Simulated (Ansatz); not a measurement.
# [NH4]+ (ammonium) at wB97X/6-31G

What is the vertical ionisation energy of [NH4]+ (ammonium) at wB97X/6-31G? 

The calculation is run with Ansatz 0.2.0.

### 1 The molecule

[NH4]+: 5 atoms, total charge +1, spin state singlet. SMILES: `[NH4+]`. Geometry: relaxed at PBE0-D4/def2-TZVP.

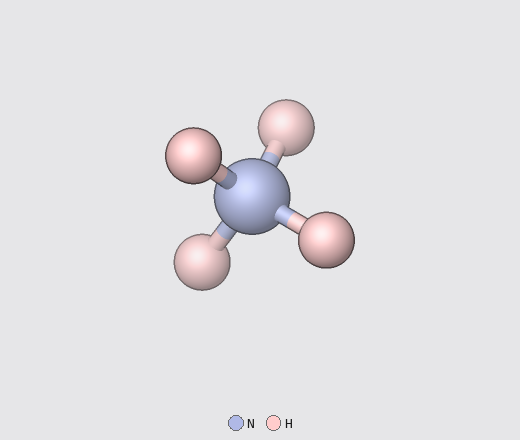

Viewed from a chosen angle; nitrogen light blue, hydrogen pink.

### 2 A single-point energy at wB97X/6-31G

Input file job.yaml:

```yaml
crystal:
  periodic: [false, false, false]
  atoms:
    - {symbol: "N", position_ang: [0.000010, 0.000010, -0.000000]}
    - {symbol: H, position_ang: [0.453330, -0.447860, 0.801010]}
    - {symbol: H, position_ang: [-0.972430, 0.216180, 0.235210]}
    - {symbol: H, position_ang: [0.023940, -0.633460, -0.803650]}
    - {symbol: H, position_ang: [0.495160, 0.865130, -0.232580]}
basis:
  gaussian:
    orbitals: 6-31G
hamiltonian:
  xc: {name: wB97X}
total_charge: 1
accuracy: high
```

Run with:

```bash
ansatz run job.yaml --threads 1 --pin off --max-ram 3480MiB --events-out events.jsonl --progress --plain --runs-dir runs
```

The program printed:

```text
Warning: RAYON_NUM_THREADS=1 ignored (pool sized by the plan → 1); use --threads N
Functional definition: wB97X
  name "wB97X"
  parameter omega = 0.3/bohr
  parameter cx = 0.157706
  parameter cx1 = 0.726479
  parameter cx2 = 1.04760
  parameter cx3 = -5.70635
  parameter cx4 = 13.2794
  parameter css1 = -4.33879
  parameter css2 = 18.2308
  parameter css3 = -31.7430
  parameter css4 = 17.2901
  parameter cos1 = 2.37031
  parameter cos2 = -11.3995
  parameter cos3 = 6.58405
  parameter cos4 = -3.78132
  exchange = spin_sum(e_x_unif_sr(omega)*poly(b97_u_x, 1 - cx, cx1, cx2, cx3, cx4)) + cx*exact_x_sr(omega)
      + exact_x_lr(omega)
  correlation = spin_sum(e_c_pw_same_spin*poly(b97_u_same, 1, css1, css2, css3, css4))
      + integral(e_c_pw_opposite_spin*poly(b97_u_opposite, 1, cos1, cos2, cos3, cos4))
407 factors; integrals over basis functions are off by at most 3.2e-9 eV
148 factors; integrals over basis functions are off by at most 1.6e-9 eV
mean field evaluation 1: about -1540.5497 eV, gradient 6.1e1 eV
mean field evaluation 2: about -1542.9941 eV, gradient 4.8e1 eV
mean field evaluation 4: about -1547.4720 eV, gradient 8.4e-2 eV
mean field evaluation 8: about -1547.4582 eV, gradient 6.9e-5 eV
mean field -1547.45818751 eV, -56.8680394862 hartree, gradient 1.7e-8 eV, S^2 0.000000; 0 other end points of the search recorded, 0 dependent functions left out
reference -1547.45818625 eV, -56.8680394400 hartree; 5, 5 occupied and 12, 12 virtual orbitals, 407 factors
Total energy: -1547.45818625 eV, -56.8680394400 hartree
```

Run time: 2.5 s. Hardware: 1 thread of Arm Neoverse V1, shared host; peak memory 0.17 GiB.

### 3 Doublet [NH4]2+ at the same level

Input file molecule.yaml:

```yaml
basis:
  gaussian:
    orbitals: 6-31G
crystal:
  periodic: [false, false, false]
  atoms:
    - {symbol: "N", position_ang: [0.000010, 0.000010, -0.000000]}
    - {symbol: H, position_ang: [0.453330, -0.447860, 0.801010]}
    - {symbol: H, position_ang: [-0.972430, 0.216180, 0.235210]}
    - {symbol: H, position_ang: [0.023940, -0.633460, -0.803650]}
    - {symbol: H, position_ang: [0.495160, 0.865130, -0.232580]}
total_charge: 2
magnetization:
  spin_polarized: true
  initial_magnetization: 1
hamiltonian:
  xc: {name: wB97X}
accuracy: high
```

Run with:

```bash
ansatz run molecule.yaml --threads 1 --pin off --max-ram 3480MiB --events-out events.jsonl --progress --plain --runs-dir runs
```

The program printed, cut to the lines that bear on the results:

```text
Warning: RAYON_NUM_THREADS=1 ignored (pool sized by the plan → 1); use --threads N
[... 2 set-up lines as earlier in the session ...]
[...]
      + exact_x_lr(omega)
[...]
      + integral(e_c_pw_opposite_spin*poly(b97_u_opposite, 1, cos1, cos2, cos3, cos4))
407 factors; integrals over basis functions are off by at most 3.2e-9 eV
148 factors; integrals over basis functions are off by at most 1.6e-9 eV
[...]
mean field -1520.73518931 eV, -55.8859874158 hartree, gradient 9.3e-9 eV, S^2 0.750545; 4 other end points of the search recorded, 0 dependent functions left out
reference -1520.73518822 eV, -55.8859873758 hartree; 5, 4 occupied and 12, 13 virtual orbitals, 407 factors
Total energy: -1520.73518822 eV, -55.8859873758 hartree
```

Run time: 8.1 s. Hardware: 1 thread of Arm Neoverse V1, shared host; peak memory 0.27 GiB.

### 4 Results

At wB97X/6-31G:

```
                                            quantity         value
                        singlet [NH4]+: total energy  -56.86804 Eh
                       doublet [NH4]2+: total energy  -55.88599 Eh
                               doublet [NH4]2+: ⟨S²⟩         0.751
vertical ionisation energy (to the doublet dication)     26.723 eV
```

What this shows: The vertical ionisation energy comes to 26.72 eV (2578 kJ/mol).
